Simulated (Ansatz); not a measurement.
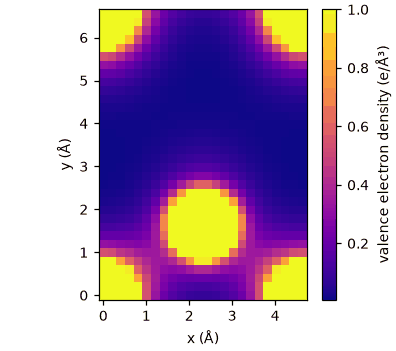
Figure. Valence electron density (e/Å³), cut off at 1 on a lattice plane, DFT-r²SCAN in the program Ansatz with PAW potentials

**Question.** Which of these materials gives this?
A) InSb, zinc blende
B) BAs, zinc blende
C) ZnS, zinc blende
D) GaSb, zinc blende

**Answer.** A, InSb, zinc blende. Atoms in the plane, in fractions of its two edges: Sb at (0.00, 0.00), In at (0.50, 0.25).

The density is the valence pseudo-density with augmentation charge, so density and ELF within about 1 Å of a nucleus are not all-electron values.

Space group F-43m (zinc blende). Symmetry was held in the r²SCAN relaxation. Scalar-relativistic: spin–orbit coupling is off unless named, which matters more the heavier the elements.

Potentials: the later of the program's two PAW sets.
